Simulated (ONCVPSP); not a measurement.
Ruthenium (Ru), optimised norm-conserving Vanderbilt (ONCV), made with ONCVPSP 4.0.1 (LDA (Perdew-Wang 92), scalar-relativistic). Core [Kr], reference 4d6 5s2. Waves: 5s: rc 2.70 bohr, ncon 3, nbas 7, qcut 2 1/bohr, 1 projector; p scattering state at 0.03 Ha: rc 2.55 bohr, ncon 3, nbas 7, qcut 3.7 1/bohr, 2 projectors, debl 3.4 Ha; 4d: rc 1.45 bohr, ncon 4, nbas 8, qcut 7.7 1/bohr, local; f scattering state at 0.06 Ha: rc 2.30 bohr, ncon 4, nbas 8, qcut 4.8 1/bohr, 2 projectors, debl 0.3 Ha. Local part: the d channel. Core correction: Teter function, fcfact 1.5, rcfact 1.3.

In the p channel the program set the typed energies aside and used 0.050, 3.450 Ha.

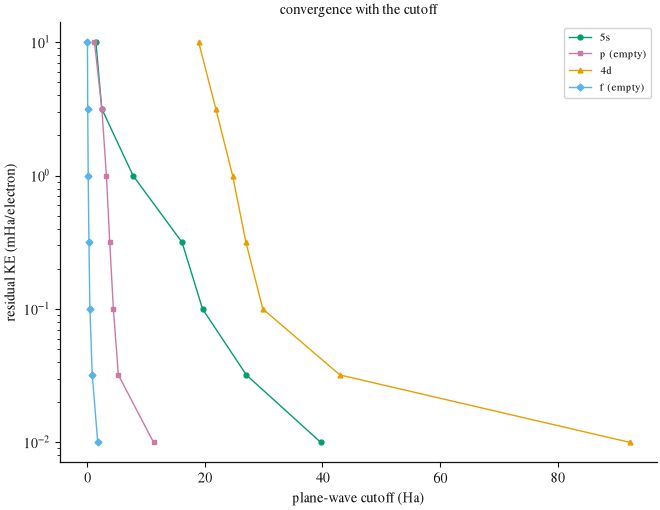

Residual kinetic energy of the pseudo-waves (the first of each channel, and further valence shells) beyond the plane-wave cutoff, as the generator prints it.

> Which wave is the hardest at 1 mHa per electron, and which settings govern it?

4d, with rc = 1.45 bohr and qcut = 7.7 1/bohr. The optimisation minimises, but can't always remove, the kinetic energy above qcut²/2 = 29.6 Ha, and a larger rc would as a rule soften the wave at some cost in transferability.

> At which cutoff does each wave reach 1 mHa per electron?

4d: 25 Ha; 5s: 7.8 Ha; p (empty): 3.3 Ha; f (empty): 0.2 Ha.

> Which cutoffs does the potential need for its occupied states?

25 Ha for 1 mHa and 30 Ha for 0.1 mHa per electron. The first is set by 4d.

The potential isn't sound: its ghost test gives GHOST(-) flagged for s at -88.1 eV; GHOST(+) flagged for p at 50.5 eV.
